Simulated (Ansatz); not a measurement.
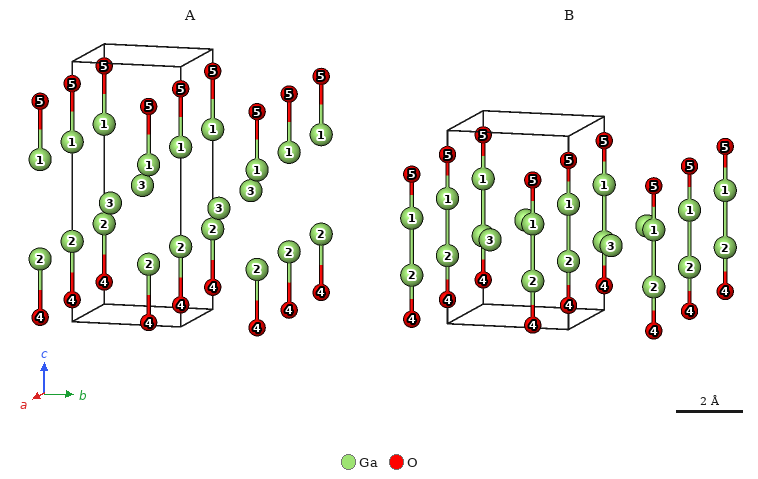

Two geometries of a crystal of Ga₃O₂ (a generated structure, set up in P4/mmm) (coarse preliminary run), drawn at one scale. One is the start of a relaxation, the other its converged end. Style: ball-and-stick. Shown: the cell of the calculation, repeated 2 × 2 × 1 with one cell outlined, slightly off an axis.

Computed with DFT PBE, scalar-relativistic, plane waves, PAW (Ansatz). (plane-wave cutoff 420 eV; k-point mesh 4 × 4 × 4; occupations gaussian; smearing width 0.1 eV; no spin polarisation; cell and atoms relaxed; force threshold 0.04 eV/Å; at most 70 steps)

Q: Which of the two is the end point?

A: Structure A is the relaxed one. The largest moves relative to the cell, 0.35 Å, are those of Ga1 and Ga2. Ga1 goes along +c. Largest moves by element: Ga 0.35 Å, O 0.33 Å. Cell: a = b 3.866 → 3.466 Å (−10.3 %), c 6.004 → 8.077 Å (+34.5 %). Volume +8.1 %. Near-neighbour distances that change, for instance: Ga1–Ga2 1.770 → 3.090 Å, Ga1–O5 1.366 → 1.809 Å, O4–O5 1.502 → 1.368 Å. Bonds break: Ga1–Ga2 (1.77 → 3.09 Å). The space group stays P4/mmm (No. 123). The energy falls by 2643 meV per atom in 12 accepted moves (14 points after the start). The largest force component goes from 27 to 0.00098 eV/Å. Pressure: 73.53 GPa at the start and −0.04 GPa at the end. The SCF was repeated twice at an unchanged geometry on a basis and grid sized afresh for the cell, which shifted the energy by 59.3 meV per atom at most.

Limits of the set-up: the k-point mesh is coarse for a cell with partly filled bands.
